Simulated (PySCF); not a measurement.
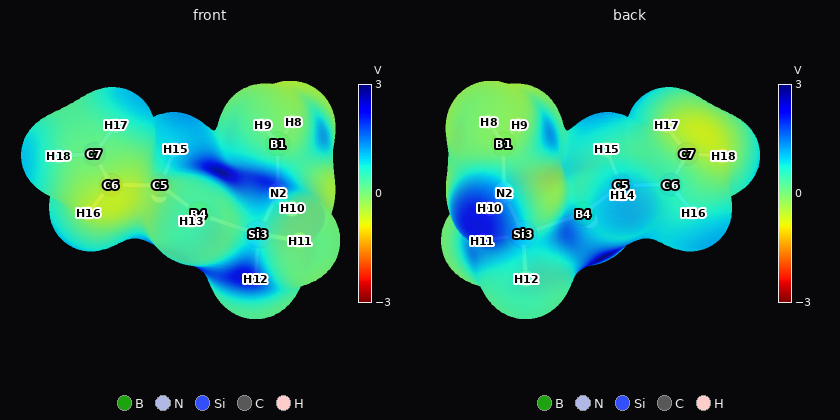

The picture shows: C3H11B2NSi. The electrostatic potential painted on the density surface at 0.004 e/bohr³, seen from the front and from behind; the colour scale runs from red (negative) to blue (positive).

Geometry: GFN2-xTB.

Computed with CAM-B3LYP/def2-SVPD, SCF density, gas phase in PySCF.

The calculation's input:

```
{"job": {"kind": "uv", "xc": "CAM-B3LYP", "basis": "def2-SVPD", "nstates": 8, "ntriplets": 3}, "charge": 0, "multiplicity": 1}
B     -2.392585     1.332926     0.304368
N     -2.518699    -0.048477     0.221479
Si    -1.752173    -1.174632    -0.898972
B      0.141665    -0.735202    -1.179584
C      1.007531    -0.108019    -0.023683
C      2.494753    -0.204231    -0.164480
C      3.266013     0.661411    -0.794486
H     -2.999942     1.938317     1.107015
H     -1.665694     1.875093    -0.440649
H     -3.170227    -0.482086     0.857393
H     -2.627146    -1.172743    -2.095208
H     -2.007718    -2.477168    -0.240874
H      0.655022    -0.877326    -2.224870
H      0.711385    -0.446494     0.971672
H      0.711344     0.946543    -0.082959
H      2.939354    -1.086055     0.281258
H      2.870487     1.548542    -1.261171
H      4.327873     0.515919    -0.877424
```

Command:

```sh
OMP_NUM_THREADS=1 python probes_run.py task.json out
```

Q: Where is the surface potential most negative and most positive?

A: The most negative region (about −0.7 V, or −16 kcal/mol for a unit charge) lies over the π face of C6 and C7, the most positive (about +2.7 V, or +62 kcal/mol for a unit charge) over B4.

Q: How polar is the molecule by this calculation?

A: Its dipole moment is 1.34 D.
